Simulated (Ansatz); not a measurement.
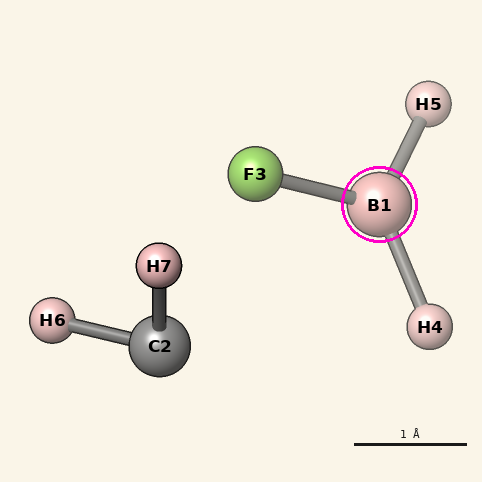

Orthographic view. Distant atoms are faded towards the background colour. The geometry was computed by an optimisation with PBE0-D4/def2-TZVP. No frequency run is at hand to confirm it as a minimum.

Question: Which atoms are bonded to the circled atom?

Answer: The circled atom is B1; it is bonded to F3, H4, H5.

Question: Which atom is nearest the viewer?

Answer: H7, 1.8 Å in front of the mean position.

Question: Which atom is farthest from the viewer?

Answer: H5, 1.5 Å behind the mean position.
